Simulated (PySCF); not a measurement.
System: InO (charge −1).

```xyz
2

In    0.0000    0.0000   -0.2372
O     0.0000    0.0000    1.7038
```

Core potentials replace the inner electrons of In.

Computed with PBE0/aug-cc-pVDZ(-PP), non-relativistic Hamiltonian with scalar-relativistic core potentials where named, at a bond length of 1.941 Å in PySCF.

**What can the converged electron density and electron localisation function tell about the bonding?**

In–O (1.94 Å): the density is about 0.82 e/Å³ at the midpoint; the ELF peaks at about 0.85 in the valence shell of O, 0.6 Å from its nucleus, and drops to about 0.15 between the two atoms.

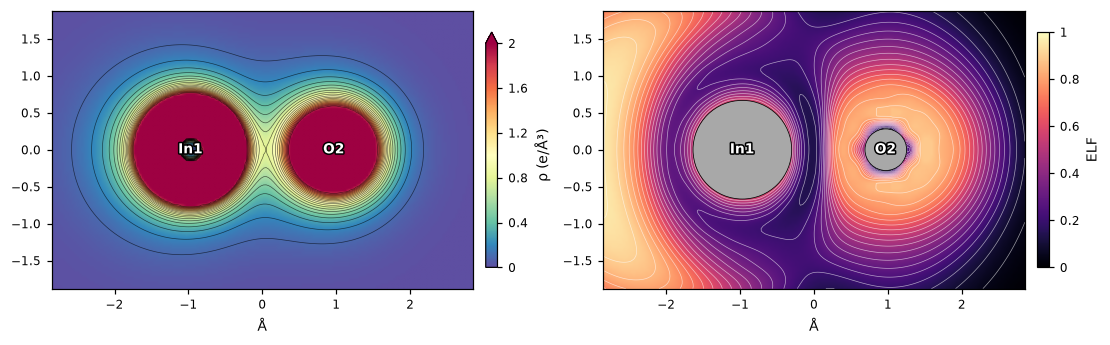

Computed electron density and electron localisation function on a plane that holds the molecular axis, in this order. Grey discs cover the atomic cores in the ELF map. 
